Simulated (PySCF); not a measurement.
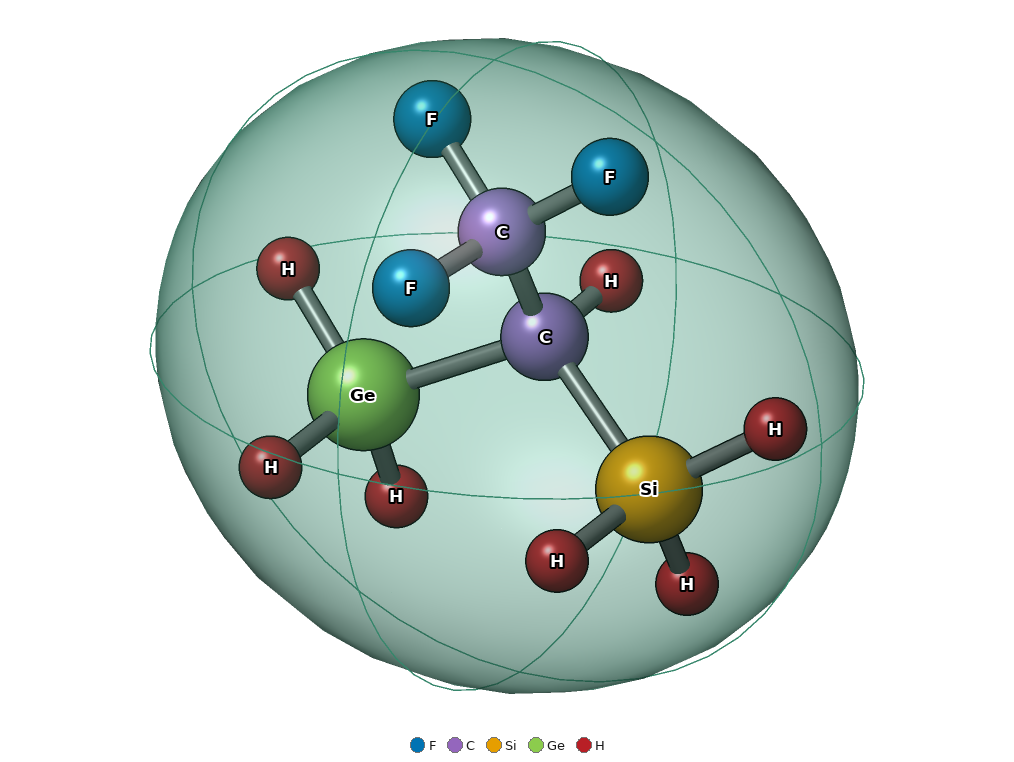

The ellipsoid shows the static dipole polarisability: its half-axes are proportional to the principal values. The geometry was computed by an optimisation with GFN2-xTB. No frequency run is at hand to confirm it as a minimum. Level of theory: CAM-B3LYP/def2-SVPD (PySCF 2.14.0).

Question: How large and how anisotropic is the polarisability?

Answer: Principal values 72.5, 81.2, 92.0 bohr³; mean 81.9 bohr³ (12.13 Å³); anisotropy 16.9 bohr³, so the longest axis is 1.27 times the shortest.

The geometry is semi-empirical. Around Ge, Si such bond lengths and angles can be off by a tenth of an ångström or more and by several degrees, and values that hang on the shape move with them.
